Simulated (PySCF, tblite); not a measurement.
# C3H8FOS+: dynamics, then NMR shifts on frames, part 2 of 2

tblite 0.8.0 and PySCF 2.14.0. Atoms count from 0. Earlier steps stand in the parts before.

## Step 5: Shielding tensors: 625 fs, PBE0/pcSseg-1

Job settings and geometry (Å):

```
{"job": {"kind": "nmr", "xc": "PBE0", "basis": "pcSseg-1", "pop": false}, "charge": 1, "multiplicity": 1}
C     -0.851500    -1.092800    -1.101800
S      0.351600    -0.110900    -0.199400
C      1.644900    -1.218300     0.396400
O      0.863800     0.757800    -1.201800
C     -0.546200     0.766200     1.164000
F     -1.230200    -0.215300     1.830400
H     -1.806200    -0.599400    -1.190800
H     -1.109500    -2.054000    -0.655100
H     -0.394800    -1.293700    -2.050000
H      2.220300    -1.363000    -0.562600
H      2.340700    -0.809200     1.039700
H      1.194500    -2.205100     0.696300
H     -1.305600     1.440900     0.744400
H      0.127300     1.320600     1.817200
```

With the program's defaults for keys left out, this is: GIAO PBE0/pcSseg-1 NMR shielding, non-relativistic, gas phase.

Standard output:

```text
coarse grid: 12016 points
cycle   1  E = -691.2412311618  dE =  1.378e+00  |g| = 1.053e+00  |ddm| = 3.229e+00
cycle   2  E = -690.3717728463  dE =  8.695e-01  |g| = 2.360e+00  |ddm| = 2.962e+00
cycle   3  E = -691.4430310483  dE = -1.071e+00  |g| = 2.621e-01  |ddm| = 2.349e+00
cycle   4  E = -691.4539610999  dE = -1.093e-02  |g| = 1.423e-01  |ddm| = 3.411e-01
cycle   5  E = -691.4573446237  dE = -3.384e-03  |g| = 2.433e-02  |ddm| = 9.372e-02
cycle   6  E = -691.4574566595  dE = -1.120e-04  |g| = 6.670e-03  |ddm| = 2.031e-02
cycle   7  E = -691.4574646087  dE = -7.949e-06  |g| = 8.360e-04  |ddm| = 5.308e-03
final grid: 111160 points
cycle   8  E = -691.5119587304  dE = -2.330e-05  |g| = 1.137e-02  |ddm| = 2.284e-02
cycle   9  E = -691.5119230993  dE =  3.563e-05  |g| = 1.759e-02  |ddm| = 2.172e-02
cycle  10  E = -691.5119844615  dE = -6.136e-05  |g| = 3.136e-03  |ddm| = 1.533e-02
cycle  11  E = -691.5119862645  dE = -1.803e-06  |g| = 2.142e-04  |ddm| = 2.445e-03
cycle  12  E = -691.5119862703  dE = -5.792e-09  |g| = 1.222e-04  |ddm| = 2.107e-04
cycle  13  E = -691.5119862725  dE = -2.154e-09  |g| = 2.748e-05  |ddm| = 8.240e-05
cycle  14  E = -691.5119862726  dE = -1.473e-10  |g| = 7.433e-06  |ddm| = 2.909e-05
converged SCF energy = -691.5119862726

GIAO shielding tensors (ppm)
atom      isotropic    diamagn.    paramagn.     s11        s22        s33       span
  0 C      136.596     254.714    -118.117     93.640    122.656    193.492     99.852
  1 S      201.699    1055.038    -853.339     90.989    113.584    400.524    309.535
  2 C      135.018     254.832    -119.814     96.315    118.803    189.936     93.621
  3 O      204.373     396.917    -192.544    -16.137    277.593    351.662    367.799
  4 C       78.640     249.165    -170.525     55.812     63.442    116.666     60.854
  5 F      394.069     471.582     -77.514    344.372    355.186    482.648    138.275
  6 H       27.457      29.594      -2.137     24.444     24.916     33.011      8.567
  7 H       28.214      29.168      -0.953     24.975     25.636     34.032      9.057
  8 H       28.011      29.297      -1.286     24.921     25.935     33.177      8.256
  9 H       26.804      27.027      -0.224     23.776     25.196     31.439      7.663
 10 H       28.329      29.641      -1.312     24.839     26.118     34.029      9.190
 11 H       27.002      27.262      -0.259     23.634     24.867     32.506      8.872
 12 H       24.974      28.307      -3.333     22.244     24.638     28.040      5.796
 13 H       25.101      27.861      -2.761     22.876     24.715     27.711      4.835
```

Run time: 12 s. Hardware: 1 thread of AMD EPYC 7B13, shared host; peak memory 0.73 GiB.

This run: δ C4 108.3, C2 51.9, C0 50.3, S1 302, H12 6.74, H13 6.62 ppm.

## Step 6: Shielding tensors: 800 fs, PBE0/pcSseg-1

Job settings and geometry (Å):

```
{"job": {"kind": "nmr", "xc": "PBE0", "basis": "pcSseg-1", "pop": false}, "charge": 1, "multiplicity": 1}
C     -0.346600    -1.502600    -0.919400
S      0.490900    -0.210200    -0.047000
C      1.636800    -0.911700     1.142100
O      1.119700     0.647400    -1.003600
C     -0.642600     0.881300     0.921500
F     -1.401800     0.034600     1.624100
H     -0.543100    -2.294800    -0.264700
H      0.336300    -1.764400    -1.702400
H     -1.186700    -1.066700    -1.426100
H      1.969500    -1.924500     0.836700
H      2.475800    -0.218100     0.990300
H      1.254100    -0.955700     2.207800
H     -1.349300     1.371000     0.161200
H     -0.042100     1.517400     1.628400
```

Level: GIAO PBE0/pcSseg-1 NMR shielding, non-relativistic, gas phase.

Standard output:

```text
coarse grid: 12016 points
cycle   1  E = -691.2530528152  dE =  1.407e+00  |g| = 1.040e+00  |ddm| = 3.230e+00
cycle   2  E = -690.4469698777  dE =  8.061e-01  |g| = 2.285e+00  |ddm| = 2.944e+00
cycle   3  E = -691.4480341309  dE = -1.001e+00  |g| = 2.616e-01  |ddm| = 2.337e+00
cycle   4  E = -691.4591085469  dE = -1.107e-02  |g| = 1.317e-01  |ddm| = 3.236e-01
cycle   5  E = -691.4619864585  dE = -2.878e-03  |g| = 2.056e-02  |ddm| = 8.389e-02
cycle   6  E = -691.4620663372  dE = -7.988e-05  |g| = 6.059e-03  |ddm| = 1.752e-02
cycle   7  E = -691.4620729404  dE = -6.603e-06  |g| = 7.042e-04  |ddm| = 4.795e-03
final grid: 111160 points
cycle   8  E = -691.5160617016  dE = -1.941e-05  |g| = 1.079e-02  |ddm| = 2.159e-02
cycle   9  E = -691.5160298989  dE =  3.180e-05  |g| = 1.657e-02  |ddm| = 2.137e-02
cycle  10  E = -691.5160850588  dE = -5.516e-05  |g| = 3.028e-03  |ddm| = 1.497e-02
cycle  11  E = -691.5160867349  dE = -1.676e-06  |g| = 1.708e-04  |ddm| = 2.355e-03
cycle  12  E = -691.5160867400  dE = -5.134e-09  |g| = 8.419e-05  |ddm| = 2.044e-04
cycle  13  E = -691.5160867412  dE = -1.167e-09  |g| = 2.201e-05  |ddm| = 6.427e-05
cycle  14  E = -691.5160867413  dE = -9.049e-11  |g| = 6.805e-06  |ddm| = 2.186e-05
converged SCF energy = -691.5160867413

GIAO shielding tensors (ppm)
atom      isotropic    diamagn.    paramagn.     s11        s22        s33       span
  0 C      143.816     256.645    -112.829    112.106    125.915    193.426     81.320
  1 S      201.681    1056.684    -855.004     85.709    114.795    404.539    318.830
  2 C      137.470     256.422    -118.952    102.326    121.743    188.341     86.016
  3 O      212.815     397.405    -184.590      3.341    298.533    336.571    333.230
  4 C       76.251     250.309    -174.058     52.132     67.143    109.478     57.346
  5 F      396.130     472.271     -76.141    349.933    357.838    480.618    130.685
  6 H       29.421      30.744      -1.323     25.770     27.140     35.351      9.581
  7 H       28.080      29.127      -1.046     25.027     26.064     33.150      8.122
  8 H       27.928      30.243      -2.315     24.256     25.881     33.647      9.391
  9 H       27.071      27.456      -0.385     23.602     25.476     32.135      8.533
 10 H       27.587      27.843      -0.256     24.224     25.588     32.949      8.725
 11 H       26.432      27.224      -0.791     22.917     24.615     31.765      8.848
 12 H       23.983      27.453      -3.470     20.966     23.981     27.000      6.034
 13 H       24.360      27.670      -3.310     21.834     24.165     27.082      5.248
```

It took 12 s on 1 thread of AMD EPYC 7B13, shared host; peak memory 0.73 GiB.

In short: δ C4 110.7, C2 49.5, C0 43.1, S1 302, H12 7.73, H13 7.36 ppm.

## Step 7: Nuclear shieldings: 1000 fs, PBE0/pcSseg-1

Job settings and geometry (Å):

```
{"job": {"kind": "nmr", "xc": "PBE0", "basis": "pcSseg-1", "pop": false}, "charge": 1, "multiplicity": 1}
C     -0.360900    -1.545200    -0.696500
S      0.563900    -0.209900     0.014300
C      1.532900    -1.131600     1.356600
O      1.519500     0.415300    -0.833800
C     -0.478200     1.094400     0.702500
F     -1.587700     0.411700     1.138200
H     -0.840000    -2.100800     0.085700
H      0.381900    -2.208900    -1.110600
H     -1.067000    -1.281900    -1.470300
H      2.580800    -0.894600     1.427100
H      1.105800    -1.037800     2.359600
H      1.434300    -2.184400     1.063100
H     -0.669200     1.826800    -0.126100
H      0.035200     1.523900     1.562600
```

With the program's defaults for keys left out, this is: GIAO PBE0/pcSseg-1 NMR shielding, non-relativistic, gas phase.

Standard output:

```text
coarse grid: 12016 points
cycle   1  E = -691.2418278101  dE =  1.363e+00  |g| = 1.048e+00  |ddm| = 3.234e+00
cycle   2  E = -690.4124134702  dE =  8.294e-01  |g| = 2.317e+00  |ddm| = 2.851e+00
cycle   3  E = -691.4404021320  dE = -1.028e+00  |g| = 2.694e-01  |ddm| = 2.250e+00
cycle   4  E = -691.4525036865  dE = -1.210e-02  |g| = 1.371e-01  |ddm| = 3.358e-01
cycle   5  E = -691.4557260615  dE = -3.222e-03  |g| = 2.382e-02  |ddm| = 8.870e-02
cycle   6  E = -691.4558324888  dE = -1.064e-04  |g| = 6.220e-03  |ddm| = 1.945e-02
cycle   7  E = -691.4558393628  dE = -6.874e-06  |g| = 8.900e-04  |ddm| = 5.010e-03
final grid: 111160 points
cycle   8  E = -691.5109354661  dE = -2.317e-05  |g| = 1.198e-02  |ddm| = 2.444e-02
cycle   9  E = -691.5108956680  dE =  3.980e-05  |g| = 1.854e-02  |ddm| = 2.261e-02
cycle  10  E = -691.5109644089  dE = -6.874e-05  |g| = 3.301e-03  |ddm| = 1.582e-02
cycle  11  E = -691.5109664027  dE = -1.994e-06  |g| = 2.587e-04  |ddm| = 2.542e-03
cycle  12  E = -691.5109664113  dE = -8.629e-09  |g| = 1.372e-04  |ddm| = 2.510e-04
cycle  13  E = -691.5109664143  dE = -2.916e-09  |g| = 3.135e-05  |ddm| = 1.018e-04
cycle  14  E = -691.5109664144  dE = -1.999e-10  |g| = 8.399e-06  |ddm| = 3.402e-05
converged SCF energy = -691.5109664144

GIAO shielding tensors (ppm)
atom      isotropic    diamagn.    paramagn.     s11        s22        s33       span
  0 C      143.593     256.066    -112.473    118.449    124.644    187.687     69.239
  1 S      194.349    1054.852    -860.504     68.728    114.253    400.066    331.338
  2 C      122.275     253.273    -130.998     71.410    102.092    193.324    121.914
  3 O      214.919     396.090    -181.171    -13.927    323.061    335.622    349.548
  4 C       82.256     250.001    -167.745     51.407     72.351    123.009     71.602
  5 F      397.676     472.561     -74.885    343.349    378.674    471.003    127.654
  6 H       28.791      30.482      -1.691     25.991     26.569     33.812      7.822
  7 H       28.004      28.834      -0.830     24.765     26.331     32.915      8.150
  8 H       27.892      29.193      -1.301     23.964     25.164     34.548     10.584
  9 H       27.436      27.693      -0.257     24.448     24.658     33.203      8.755
 10 H       27.376      28.524      -1.149     24.395     25.137     32.595      8.200
 11 H       27.694      28.523      -0.829     24.340     26.846     31.895      7.555
 12 H       24.769      27.303      -2.533     22.262     24.394     27.652      5.390
 13 H       25.105      28.232      -3.128     22.955     24.741     27.618      4.663
```

Run time: 12 s. Hardware: 1 thread of AMD EPYC 7B13, shared host; peak memory 0.73 GiB.

Key values: δ C4 104.7, C2 64.7, C0 43.3, S1 309, H12 6.95, H13 6.61 ppm.

## Step 8: Run by run: NMR shifts

Shifts (ppm) of some atoms, chosen among heavy atoms and hydrogens apart, with basis size and wall time:

```tsv
frame	C2	C0	H6	H9	S1	O3	F5	functions	time
250 fs	50.0	46.2	3.99	2.89	318	128.2	-206.9	149	12 s
425 fs	41.8	55.2	4.29	4.07	306	120.1	-240.1	149	12 s
625 fs	51.9	50.3	4.26	4.91	302	131.7	-223.1	149	12 s
800 fs	49.5	43.1	2.30	4.65	302	123.3	-225.2	149	12 s
1000 fs	64.7	43.3	2.93	4.28	309	121.2	-226.7	149	12 s
```

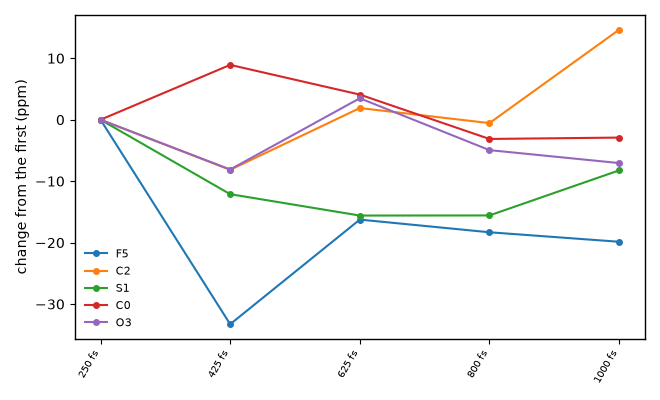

How five of the tabulated atoms move from run to run.

## Step 9: What came out

What follows sums up all 2 parts.

```
                                        quantity                                               value
                                      thermostat                                               300 K
                   mean temperature, second half                                               315 K
         mean potential energy above the minimum                                             0.47 eV
  13C shifts against TMS (PBE0/pcSseg-1, 250 fs)                               111.1, 50.0, 46.2 ppm
   1H shifts against TMS (PBE0/pcSseg-1, 250 fs)  6.48, 6.45, 4.92, 4.44, 3.99, 3.74, 3.72, 2.89 ppm
  33S shifts against CS2 (PBE0/pcSseg-1, 250 fs)                                             318 ppm
  17O shifts against H2O (PBE0/pcSseg-1, 250 fs)                                           128.2 ppm
19F shifts against CFCl3 (PBE0/pcSseg-1, 250 fs)                                          -206.9 ppm
                        range of the shift of F5                                -240.1 to -206.9 ppm
```

In the second half the potential energy averages 0.47 eV above the minimum; equipartition over 36 harmonic modes at 300 K would give 0.47 eV. With 14 atoms the temperature swings widely (178 to 466 K). Shifts at one fixed geometry are not the observed spectrum, which averages over the motion. In the first frame run (250 fs): Shielding is most anisotropic at O3 (span 351 ppm, paramagnetic term -187 ppm). In ppm, F5 moves most: its shift spreads over 33.3 ppm, from -240.1 (425 fs) to -206.9 (250 fs).
